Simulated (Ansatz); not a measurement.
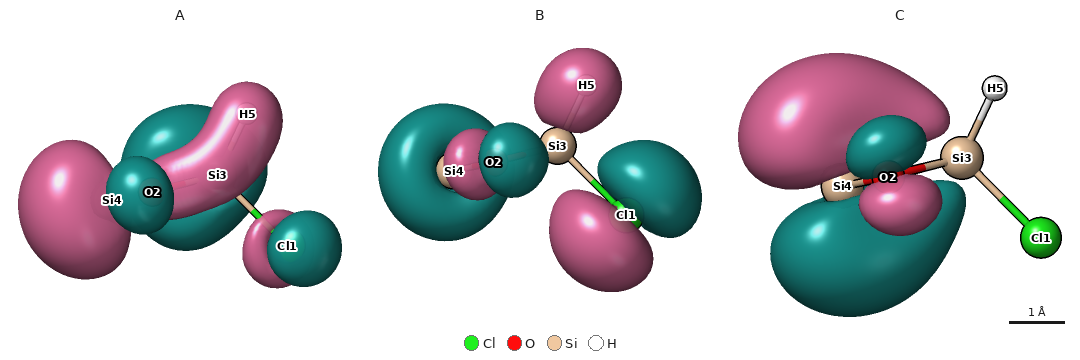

Figure. ClHOSi₂. Three frontier orbitals at ±0.08 Å⁻³ᐟ² (teal and pink are the two phases), in no order.

Geometry: B3LYP-D3(BJ)/def2-SVP.

All numbers below come from Ansatz, isolated molecule in a Gaussian basis; Kohn-Sham density functional theory, functional PBE0.

```yaml
atoms:
  - { symbol: Cl, position_ang: [-1.5446, -1.0153, -1.0784] }
  - { symbol: O, position_ang: [-0.5275, 0.9473, 1.1496] }
  - { symbol: Si, position_ang: [-1.8605, 0.7122, 0.0419] }
  - { symbol: Si, position_ang: [-1.7154, 0.7113, 2.3343] }
  - { symbol: H, position_ang: [-1.8787, 1.8540, -0.9085] }
```

> Which picture is the HOMO−1, the HOMO and the LUMO?

B is the HOMO−1 (−9.17 eV). By Hirshfeld shares it lies mainly on Cl1 (about 50 %), Si4 (about 25 %), O2 (about 15 %) and Si3 (about 10 %). A is the HOMO (−6.52 eV). By Hirshfeld shares it lies mainly on Si4 (about 40 %), Si3 (about 35 %), O2 (about 15 %) and Cl1 (about 10 %). C is the LUMO (−2.89 eV). It lies mainly on Si4 (about 80 %) and O2 (about 10 %).

> What is the HOMO–LUMO gap?

3.63 eV between the orbital energies.
